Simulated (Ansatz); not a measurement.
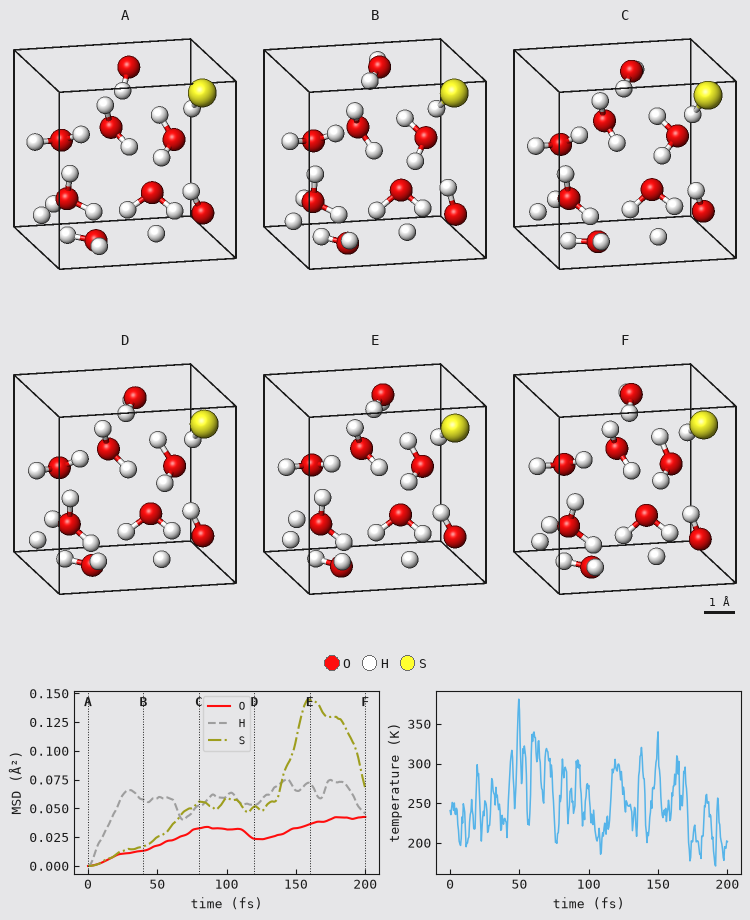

Molecular dynamics of a periodic cell with 8 H2O + 1 SH2 at 1.233 g/cm³, 200 fs long. It starts from the last geometry of an earlier run, with fresh velocities. Frames (A at 0 fs, B at 40 fs, C at 80 fs, D at 120 fs, E at 160 fs, F at 200 fs) and the history of the run. The picture is a ball-and-stick view of the simulation cell, seen slightly off an axis.

The calculation used DFT LDA, scalar-relativistic, plane waves, PAW (Ansatz). Set-up: plane-wave cutoff 420 eV; k-point mesh 1 × 1 × 1; Fermi-Dirac smearing 0.05 eV; low-accuracy preset; Langevin thermostat (NVT); set temperature 250 K; time step 0.5 fs; friction 0.05 per fs.

**What do the frames and curves show?**

In the second half of the run the atoms are, in the root-mean-square, this far from where they began (common drift taken out): S 0.30 Å, H 0.25 Å, O 0.18 Å. The heavy atoms stay within a fraction of a molecule's size of their starting places; so short a run doesn't tell a liquid from a solid. Over the second half the temperature averages 242 K (spread ±36 K). The potential energy in the second half lies on average 1.5 meV per atom above the first frame.

Limits of the set-up: the program's low-accuracy preset was used; the periodic images lie only 6.2 Å apart, so the values are limited by the cell's size.
